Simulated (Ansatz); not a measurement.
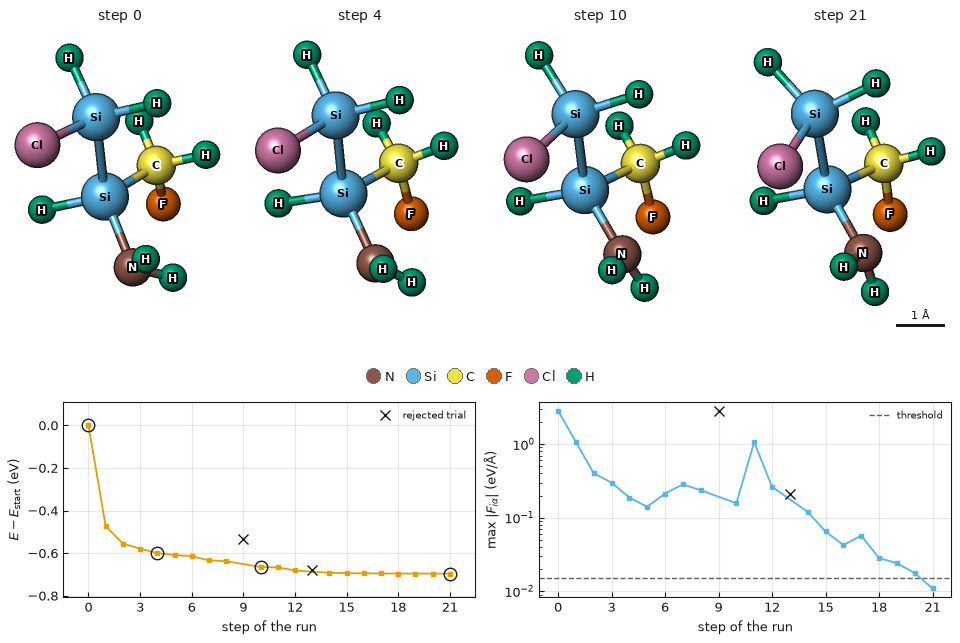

Frames of a relaxation of CH7ClFNSi2, marked on the history of the run. The picture is a ball-and-stick view, seen from a free direction.

The run prepares an end point of a later path (inversion) calculation, from a guessed geometry.

The calculation used RKS PBE-D4/def2-SVP in Ansatz. (no spin polarisation; force threshold 0.015 eV/Å; at most 40 steps)

**What happens along the run?**

The atom that moves furthest after the best rigid fit is the Cl atom (0.67 Å). Largest moves by element: Cl 0.67 Å, H 0.56 Å, N 0.43 Å, F 0.26 Å, C 0.21 Å, Si 0.17 Å. Near-neighbour distances that change, for instance: C–Si 1.827 → 1.911 Å, C–F 1.323 → 1.403 Å, H–Si 1.447 → 1.515 Å, N–Si 1.703 → 1.745 Å. Among the angles between lasting bonds that change: N–Si–Si 115.7° → 103.3°, N–Si–H 105.5° → 117.6°, Si–N–H 105.1° → 116.9°. After 19 accepted moves (21 points after the start) the energy has fallen by 0.696 eV. The largest force component goes from 2.9 to 0.011 eV/Å. The line search rejected the trial steps at points 9, 13 of the run. From step 0 to 4: the F atom moves most (0.27 Å), energy −0.599 eV. From step 4 to 10: the Cl atom moves most (0.27 Å), energy −0.065 eV. From step 10 to 21: the Cl atom moves most (0.33 Å), energy −0.031 eV.

```json
{"step": "0", "E − E(0), eV": "0.0000", "largest force component, eV/Å": "2.8547", "note": ""}
{"step": "1", "E − E(0), eV": "-0.4730", "largest force component, eV/Å": "1.0748", "note": ""}
{"step": "2", "E − E(0), eV": "-0.5544", "largest force component, eV/Å": "0.4010", "note": ""}
{"step": "3", "E − E(0), eV": "-0.5789", "largest force component, eV/Å": "0.2997", "note": ""}
{"step": "4", "E − E(0), eV": "-0.5993", "largest force component, eV/Å": "0.1879", "note": ""}
{"step": "5", "E − E(0), eV": "-0.6083", "largest force component, eV/Å": "0.1405", "note": ""}
{"step": "6", "E − E(0), eV": "-0.6143", "largest force component, eV/Å": "0.2127", "note": ""}
{"step": "7", "E − E(0), eV": "-0.6334", "largest force component, eV/Å": "0.2841", "note": ""}
{"step": "8", "E − E(0), eV": "-0.6374", "largest force component, eV/Å": "0.2355", "note": ""}
{"step": "9", "E − E(0), eV": "-0.5309", "largest force component, eV/Å": "2.8388", "note": "rejected"}
{"step": "10", "E − E(0), eV": "-0.6648", "largest force component, eV/Å": "0.1574", "note": ""}
{"step": "11", "E − E(0), eV": "-0.6669", "largest force component, eV/Å": "1.0650", "note": ""}
{"step": "12", "E − E(0), eV": "-0.6809", "largest force component, eV/Å": "0.2631", "note": ""}
{"step": "13", "E − E(0), eV": "-0.6807", "largest force component, eV/Å": "0.2113", "note": "rejected"}
{"step": "14", "E − E(0), eV": "-0.6919", "largest force component, eV/Å": "0.1198", "note": ""}
{"step": "15", "E − E(0), eV": "-0.6936", "largest force component, eV/Å": "0.0648", "note": ""}
{"step": "16", "E − E(0), eV": "-0.6946", "largest force component, eV/Å": "0.0423", "note": ""}
{"step": "17", "E − E(0), eV": "-0.6952", "largest force component, eV/Å": "0.0571", "note": ""}
{"step": "18", "E − E(0), eV": "-0.6954", "largest force component, eV/Å": "0.0282", "note": ""}
{"step": "19", "E − E(0), eV": "-0.6956", "largest force component, eV/Å": "0.0241", "note": ""}
{"step": "20", "E − E(0), eV": "-0.6957", "largest force component, eV/Å": "0.0176", "note": ""}
{"step": "21", "E − E(0), eV": "-0.6958", "largest force component, eV/Å": "0.0109", "note": ""}
```
